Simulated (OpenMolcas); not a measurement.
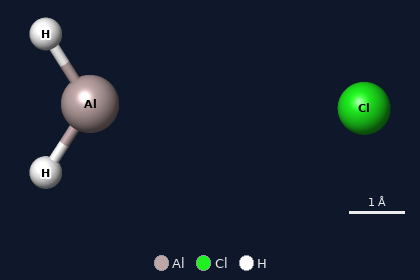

*The structure (ball-and-stick view, seen at a tilt). Sticks mark near contacts.*

# AlH2Cl: single-point calculation

System: AlH2Cl.
Method: M06-2X/STO-3G, RKS (OpenMolcas 26.06).

A bond length was changed on purpose from its optimised value.

**Input file**
```
* AlClH2 Kohn-Sham DFT
&GATEWAY
BasLib
$CurrDir
Coord
4
angstrom
Al      -2.026504       0.212877      -2.359347
Cl       1.246110      -0.130950       1.450370
H       -3.276284      -0.678953      -2.440047
H       -1.834034       1.215917      -3.508487
Basis
STO-3G
Group
NoSym
&SEWARD
GridInput
Grid=UltraFine
End of Grid
&SCF
KSDFT
M062X
Thresholds
1e-10 1e-07 1e-07 1e-05
PrOrbitals
1 1
```

Run on 1 thread of Arm Neoverse V1, 24 GiB of memory available, shared host.

Command:
```bash
export MOLCAS_MEM=1860
pymolcas job.input > job.log
```

**What the program printed**
```
--- Start Module: gateway ---

                                              &GATEWAY

                       available to each process: 1.9 GB of memory, 1 thread

 Basis Set     1 Label: AL.STO-3G
 Basis set is read from library:.
 basistype.tbl is not found

 Basis Set     2 Label: CL.STO-3G
 Basis set is read from library:.
 basistype.tbl is not found

 Basis Set     3 Label: H.STO-3G
 Basis set is read from library:.
 basistype.tbl is not found

++    Symmetry information:
      ---------------------

                    Character Table for C1

                             E
                    a        1  x, y, xy, Rz, z, xz, Ry, yz, Rx, I
--

++    Basis set information:
      ----------------------

      Basis set label: AL.STO-3G.........

      Electronic valence basis set:
      ------------------
      Associated Effective Charge  13.000000 au
      Associated Actual Charge     13.000000 au
      Nuclear Model: Point charge

      Shell  nPrim  nBasis  Cartesian Spherical Contaminant
         s       9       3        X
         p       6       2        X

      Basis set label: CL.STO-3G.........

      Electronic valence basis set:
      ------------------
      Associated Effective Charge  17.000000 au
      Associated Actual Charge     17.000000 au
      Nuclear Model: Point charge

      Shell  nPrim  nBasis  Cartesian Spherical Contaminant
         s       9       3        X
         p       6       2        X

      Basis set label: H.STO-3G.........

      Electronic valence basis set:
      ------------------
      Associated Effective Charge   1.000000 au
      Associated Actual Charge      1.000000 au
      Nuclear Model: Point charge

      Shell  nPrim  nBasis  Cartesian Spherical Contaminant
         s       3       1        X
--

++    Molecular structure info:
      -------------------------

                    ************************************************
                    **** Cartesian Coordinates / bohr, angstrom ****
                    ************************************************

     Center  Label                x              y              z                     x              y              z
        1      AL1             -3.829538       0.402279      -4.458520             -2.026504       0.212877      -2.359347
        2      CL2              2.354807      -0.247460       2.740802              1.246110      -0.130950       1.450370
        3      H3              -6.191279      -1.283035      -4.611021             -3.276284      -0.678953      -2.440047
        4      H4              -3.465822       2.297750      -6.630080             -1.834034       1.215917      -3.508487

                    ***************************************
                    *    InterNuclear Distances / bohr    *
                    ***************************************

               1 AL1           2 CL2           3 H3            4 H4
    1 AL1      0.000000
    2 CL2      9.513070        0.000000
    3 H3       2.905403       11.320658        0.000000
    4 H4       2.905301       11.321273        4.932215        0.000000

                    *******************************************
                    *    InterNuclear Distances / angstrom    *
                    *******************************************

               1 AL1           2 CL2           3 H3            4 H4
    1 AL1      0.000000
    2 CL2      5.034100        0.000000
    3 H3       1.537473        5.990634        0.000000
    4 H4       1.537419        5.990960        2.610016        0.000000

                    **************************************
                    *    Valence Bond Angles / degree    *
                    **************************************
                          Atom centers                 Phi
                      3 H3       1 AL1      4 H4       116.17
--

            Nuclear Potential Energy             35.38622438 au

--- Stop Module: gateway /rc=_RC_ALL_IS_WELL_ ---

--- Start Module: seward ---

                                              &SEWARD

                       available to each process: 1.9 GB of memory, 1 thread

               SEWARD will generate:
                  Multipole Moment integrals up to order  2
                  Kinetic Energy integrals
                  Nuclear Attraction integrals (point charge)
                  One-Electron Hamiltonian integrals
                  Velocity integrals
                  Orbital angular momentum around ( -0.4802   0.0504  -0.5594 )
                  Velocity quadrupole around ( -0.4802   0.0504  -0.5594 )
                  Two-Electron Repulsion integrals

                   Integrals are discarded if absolute value <: 1.00E-14
                   Integral cutoff threshold is set to       <: 1.00E-16

            Nuclear Potential Energy             35.38622438 au

      Basis set specifications :
      Symmetry species         a
      Basis functions           20

--- Stop Module: seward /rc=_RC_ALL_IS_WELL_ ---

--- Start Module: scf ---

                                                &SCF

                       available to each process: 1.9 GB of memory, 1 thread

 ###############################################################################
 ###     Minimized-density-differences option turned off!                    ###
 ###############################################################################
++    Input section:
      --------------

      Header of the integral files:

      Cartesian coordinates in angstrom:
      -----------------------------------------------------
      No.  Label        X            Y            Z
      -----------------------------------------------------
       1   AL1       -2.02650400   0.21287700  -2.35934700
       2   CL2        1.24611000  -0.13095000   1.45037000
       3   H3        -3.27628400  -0.67895300  -2.44004700
       4   H4        -1.83403400   1.21591700  -3.50848700
      -----------------------------------------------------
      Nuclear repulsion energy =   35.38622438
--

++    Orbital specifications:
      -----------------------

      Symmetry species               1
                                     a
      Frozen orbitals                0
      Occupied orbitals             16
      Secondary orbitals             4
      Deleted orbitals               0
      Total number of orbitals      20
      Number of basis functions     20
--

      Molecular charge                           0.000

      Numerical integration parameters
      --------------------------------
      Radial quadrature type:                         MHL
      Size of radial grid:                            99
      Lebedev angular grid:                           41
      Angular grid pruned with the crowding factor:  1.00E+10
                                 and fading factor:  1.00E+01
      Screening threshold for integral computation:   1.00E-11
      Radial quadrature accuracy:                     1.00E-25
      Maximum batch size:                             128
      AO values are stored on disk
      The same grid will be used for all iterations.

      DFT functional specifications
      -----------------------------
      Using Libxc version: 6.2.2
      Please cite the following reference:
      S. Lehtola, C. Steigemann, M. J.T. Oliveira, and M. A.L. Marques.,  SoftwareX 7, 1–5 (2018) doi:10.1016/j.softx.2017.11.002

      * Minnesota M06-2X hybrid exchange functional
        - Y. Zhao and D. G. Truhlar.,  Theor. Chem. Acc. 120, 215 (2008) doi:10.1007/s00214-007-0310-x
      * Minnesota M06-2X correlation functional
        - Y. Zhao and D. G. Truhlar.,  Theor. Chem. Acc. 120, 215 (2008) doi:10.1007/s00214-007-0310-x

++    Optimization specifications:
      ----------------------------

      SCF Algorithm: Conventional
      D(i)-D(i-1) density differences are used
      Number of density matrices in core                 5
      Maximum number of NDDO SCF iterations            400
      Maximum number of HF SCF iterations              400
      Threshold for SCF energy change             1.00E-10
      Threshold for density matrix                1.00E-07
      Threshold for Fock matrix                   1.00E-07
      Threshold for linear dependence             1.00E-09
      Threshold at which DIIS is turned on        1.50E-01
      Maximum depth in the DIIS procedure                5
      Maximum depth in the BFGS Hessian update          30
      Threshold at which QNR/C2DIIS is turned on  7.50E-02
      Threshold for Norm(delta) (QNR/C2DIIS)      1.00E-05
      All orbitals punched on: SCFORB
--

      Input vectors read from INPORB
      Orbital file label: *Guess orbitals

++ Convergence information
                                   M062X      iterations: Energy and convergence statistics

Iter     Tot. M062X      One-elec.       Two-elec.     Energy      Max Dij or  Max Fij      DNorm      TNorm      AccCon     Time
         Energy          Energy          Energy        Change      Delta Norm                                                in Sec.
   1  -695.529757966 -1061.892554627   330.976572277   0.00E+00    4.34E-01*   1.54E-01*    8.86E+00   9.71E+01   None         0.
   2  -691.400548569 -1050.947064742   324.160291789   4.13E+00*   3.43E-01*   2.10E-02*    6.01E+00   9.54E+01   EDIIS        0.
   3  -695.012104283 -1056.614747078   326.216418411  -3.61E+00*   2.40E-01*   1.52E-02*    4.36E+00   9.62E+01   EDIIS        0.
   4  -695.662071893 -1063.167998679   332.119702402  -6.50E-01*   6.13E-02*   2.12E-02*    1.48E+00   9.73E+01   EDIIS        0.
   5  -695.046315386 -1055.893007081   325.460467310   6.16E-01*   3.88E-02*   2.00E-03*    3.83E+00   9.61E+01   EDIIS        0.
   6  -695.045268113 -1055.929768896   325.498276399   1.05E-03*   6.45E-02*   4.72E-02*    3.77E+00   9.61E+01   c2DIIS       0.
   7  -695.057229676 -1055.148514626   324.705060566  -1.20E-02*   7.28E-03*   3.08E-03*    1.77E-01   9.60E+01   QNRc2DIIS    0.
   8  -695.057282757 -1055.100537700   324.657030559  -5.31E-05*   1.22E-03*   9.12E-04*    4.67E-02   9.60E+01   QNRc2DIIS    0.
   9  -695.057286320 -1055.113365271   324.669854567  -3.56E-06*   3.75E-04*   2.23E-04*    6.14E-03   9.60E+01   QNRc2DIIS    0.
  10  -695.057286812 -1055.113745546   324.670234350  -4.91E-07*   5.27E-04*   4.94E-04*    2.05E-03   9.60E+01   QNRc2DIIS    0.
  11  -695.057286207 -1055.113462631   324.669952040   6.04E-07*   1.83E-04*   9.59E-05*    2.75E-03   9.60E+01   QNRc2DIIS    0.
  12  -695.057286237 -1055.113268354   324.669757733  -2.97E-08*   1.30E-05*   9.24E-06*    1.09E-03   9.60E+01   QNRc2DIIS    0.
  13  -695.057286237 -1055.113272665   324.669762043  -5.44E-10*   2.93E-05*   1.35E-05*    6.13E-05   9.60E+01   QNRc2DIIS    0.
  14  -695.057286237 -1055.113257305   324.669746684   8.62E-10*   9.73E-07    5.05E-07*    1.06E-04   9.60E+01   QNRc2DIIS    0.
  15  -695.057286237 -1055.113257320   324.669746699   0.00E+00    4.71E-07    1.60E-07*    4.78E-06   9.60E+01   QNRc2DIIS    0.
  16  -695.057286237 -1055.113257747   324.669747127   2.27E-13*   1.37E-07    1.62E-07*    2.41E-06   9.60E+01   QNRc2DIIS    0.
  17  -695.057286237 -1055.113257674   324.669747053  -1.02E-12    1.66E-07    2.13E-07*    5.53E-07   9.60E+01   QNRc2DIIS    0.
  18  -695.057286237 -1055.113257625   324.669747004   3.41E-13*   1.87E-07    2.96E-07*    6.48E-07   9.60E+01   QNRc2DIIS    0.
  19  -695.057286237 -1055.113257597   324.669746977  -4.55E-13    3.13E-07    3.98E-07*    7.25E-07   9.60E+01   QNRc2DIIS    0.
  20  -695.057286237 -1055.113257520   324.669746899   0.00E+00    1.19E-06    5.71E-07*    1.21E-06   9.60E+01   QNRc2DIIS    0.
  21  -695.057286237 -1055.113257646   324.669747026   1.14E-13*   2.32E-07    1.37E-07*    4.55E-06   9.60E+01   QNRc2DIIS    0.
  22  -695.057286237 -1055.113257606   324.669746986   9.09E-13*   1.40E-07    1.10E-07*    9.52E-07   9.60E+01   QNRc2DIIS    0.
  23  -695.057286237 -1055.113257583   324.669746962  -4.55E-13    9.65E-08    9.76E-08     5.70E-07   9.60E+01   QNRc2DIIS    0.

       Convergence after  23 Iterations
--

 *****************************************************************************************************************************
 *                                             SCF/KS-DFT Program, Final results                                             *
 *                                                       Final Results                                                       *
 *****************************************************************************************************************************

::    Total KS-DFT energy                            -695.0572862365
      One-electron energy                           -1055.1132575831
      Two-electron energy                             324.6697469625
      Nuclear repulsion energy                         35.3862243841
      Kinetic energy (interpolated)                   682.5755702079
      Virial theorem                                    1.0182862039
      Total spin, S(S+1)                                0.0000000000
      Total spin, S                                     0.0000000000
      Max non-diagonal density matrix element           0.0000000158
      Max non-diagonal Fock matrix element              0.0000000914

      All orbitals with orbital energies smaller than  E(LUMO)+0.5 are printed

++    Molecular orbitals:
      -------------------

      Title: RKS-DFT orbitals

      Molecular orbitals for symmetry species 1: a

          Orbital            1         2         3         4         5         6         7         8         9        10
          Energy         -102.2587  -55.7468  -10.2499   -7.9536   -7.9277   -7.9276   -3.7741   -2.1840   -2.1770   -2.1731
          Occ. No.          2.0000    2.0000    2.0000    2.0000    2.0000    2.0000    2.0000    2.0000    2.0000    2.0000

          Orbital           11        12        13        14        15        16        17        18        19
          Energy           -1.2064   -0.7279   -0.7251   -0.5653   -0.1320   -0.0086    0.2232    0.4788    0.7192
          Occ. No.          2.0000    2.0000    2.0000    2.0000    2.0000    2.0000    0.0000    0.0000    0.0000

--

++    Molecular charges:
      ------------------

      Mulliken charges per centre and basis function type
      ---------------------------------------------------

                AL1     CL2     H3      H4
      1s       4.9454  6.0000  1.2580  1.2580
      2px      2.1712  4.0000  0.0000  0.0000
      2pz      2.1133  4.0000  0.0000  0.0000
      2py      2.2542  4.0000  0.0000  0.0000
      Total   11.4841 18.0000  1.2580  1.2580

      N-E      1.5159 -1.0000 -0.2580 -0.2580

      Total electronic charge=   32.000000

      Total            charge=   -0.000000
--

++    Molecular properties:
      ---------------------

      Charge (e):
                      =   -0.0000
      Dipole Moment (debye):
      Origin of the operator (angstrom)=   -0.2541    0.0267   -0.2960
                   X= -1.3394E+01               Y=  1.4069E+00               Z= -1.5594E+01           Total=  2.0605E+01
      Quadrupole Moment (debye*angstrom):
      Origin of the operator (angstrom)=   -0.2541    0.0267   -0.2960
                  XX= -2.5814E+01              XY= -1.7493E+00              XZ= -4.1255E+00              YY= -2.2471E+01
                  YZ=  2.2236E+00              ZZ= -2.6680E+01
      In traceless form (debye*angstrom)
                  XX= -1.2389E+00              XY= -2.6239E+00              XZ= -6.1882E+00              YY=  3.7767E+00
                  YZ=  3.3354E+00              ZZ= -2.5379E+00
--

--- Stop Module: scf /rc=_RC_ALL_IS_WELL_ ---
--- Module scf spent 5 seconds ---

.##################.
.# Happy landing! #.
.##################.

    Timing: Wall=6.63 User=5.06 System=1.56
```

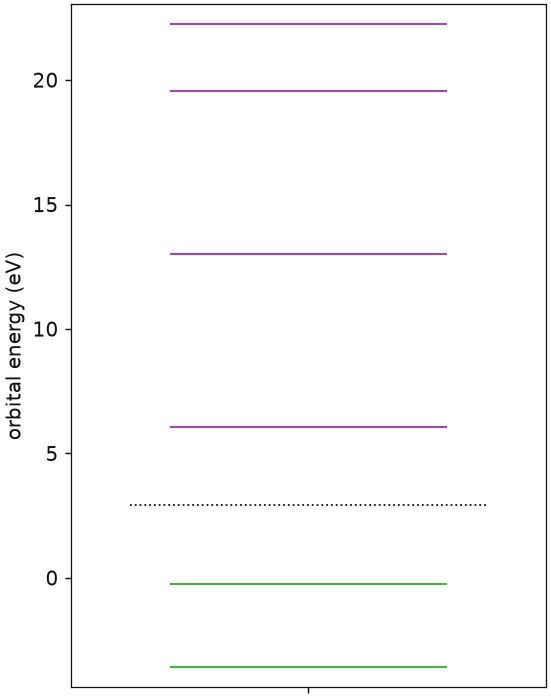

*Orbital energies near the frontier; the dotted line parts filled from empty levels, and levels within 0.02 eV of each other stand side by side.*

Highest filled −0.23 eV, lowest empty 6.07 eV, 6.30 eV apart.

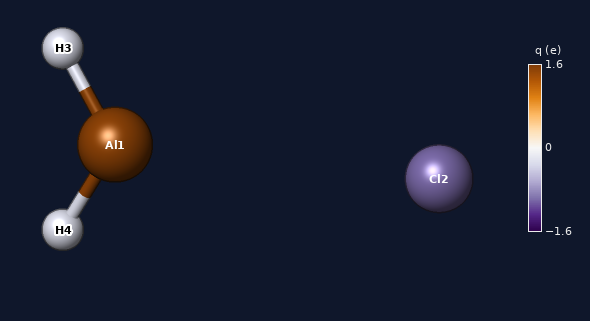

*Mulliken charges, as the colour of each atom (ball-and-stick view, seen at a tilt; atoms are numbered from 1 in the order of the input).*

By element: Al +1.52, Cl −1.00 and H −0.26 e.

**Results in brief**

| quantity | value |
| --- | --- |
| outcome | converged |
| total energy | −695.057286 hartree |
| basis functions | 20 |
| HOMO | −0.23 eV |
| LUMO | 6.07 eV |
| dipole moment | 20.60 debye |
| wall time | 6.9 s |
| peak memory | 0.37 GiB |
